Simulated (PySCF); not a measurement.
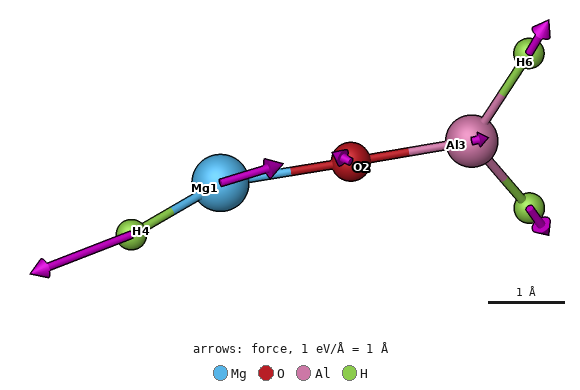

Starting geometry of MgAlH3O with the computed forces as purple arrows. The picture is a ball-and-stick view, seen from a free direction.

The calculation used RKS PBE0-D4/def2-TZVP, density fitting in PySCF 2.14.0. 

> Is this structure relaxed? If not, where do the atoms go?

It isn't relaxed: the largest force vector, on an H atom, is 1.57 eV/Å. The final displacements have little in common with the starting forces (cosine between the two patterns 0.29). The largest move after the best rigid fit is that of an H atom, 0.36 Å. By element the largest moves are H 0.36 Å, Mg 0.30 Å, O 0.14 Å, Al 0.06 Å. Near-neighbour distances that change, for instance: H–Mg 1.567 → 1.691 Å, Al–H 1.549 → 1.590 Å, Mg–O 1.774 → 1.798 Å, Al–O 1.649 → 1.673 Å. Bond angles that change, for instance: O–Mg–H 153.0° → 180.0°. After 12 geometry steps the energy has fallen by 5.47 kcal/mol. Cost: 93 s on 2 threads of Arm Neoverse V1, on a shared host.
